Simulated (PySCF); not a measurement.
C$_{6}$H$_{13}$NO$_{2}$Si (SMILES C=C(O[SiH2]O)N1CCCC1)

Input file:

```
{"job": {"kind": "nmr", "xc": "PBE0", "basis": "pcSseg-1"}, "charge": 0, "multiplicity": 1}
C      1.138805    -1.336099    -1.391736
C      0.778514    -0.397220    -0.513966
O      1.664187     0.383837     0.149339
Si     3.289042     0.475022     0.105918
O      3.657435     1.603223     1.207362
N     -0.519737    -0.076111    -0.200927
C     -1.620310    -0.982021    -0.460732
C     -2.673229    -0.622044     0.589650
C     -2.359052     0.839482     0.900474
C     -0.835231     0.861828     0.857489
H      0.416367    -1.918393    -1.926461
H      2.175991    -1.513622    -1.594246
H      3.935809    -0.728109     0.607452
H      3.725756     0.875306    -1.231346
H      3.100109     2.367775     1.327126
H     -2.003555    -0.817517    -1.476029
H     -1.297808    -2.025088    -0.382057
H     -2.532987    -1.228681     1.485197
H     -3.687988    -0.769388     0.225684
H     -2.752331     1.163574     1.861617
H     -2.762224     1.482103     0.117309
H     -0.409511     0.539372     1.819101
H     -0.432806     1.849755     0.619897
```

Launched as:

```sh
OMP_NUM_THREADS=1 python probes_run.py task.json out
```

Geometry: GFN2-xTB.

Computed with PySCF 2.14.0, PBE0/pcSseg-1, SCF density, gas phase, non-relativistic.

Q: Predict the electron density and electron localisation function between the atoms.

A: C–C (1.33 Å): the density is about 2.3 e/Å³ at the midpoint; the ELF peaks at about 0.95 between the atoms: a multiple bond.
C–O (1.35 Å): the density is about 2.3 e/Å³ at the midpoint, with its minimum of 1.9 e/Å³ about 0.5 Å from C; the ELF peaks at about 0.90 between the atoms, as expected for a shared but strongly polarised pair.
C–N (1.37 Å): the density is about 2.3 e/Å³ at the midpoint; the ELF peaks at about 0.90 between the atoms: a covalent bond.
Si–O (1.62 Å): the density is about 1.2 e/Å³ at the midpoint; the ELF peaks at about 0.85 between the atoms: a short, strongly polar bond.

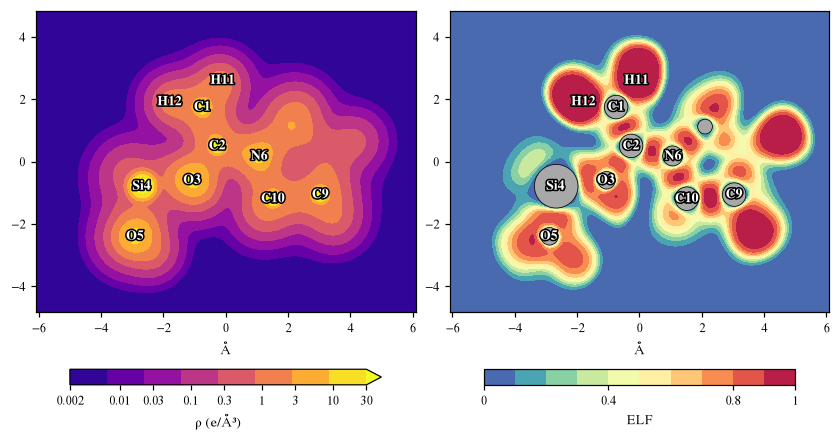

Computed electron density and electron localisation function on the plane of atoms C2, O3 and Si4, in this order. Grey discs cover the atomic cores in the ELF map. 
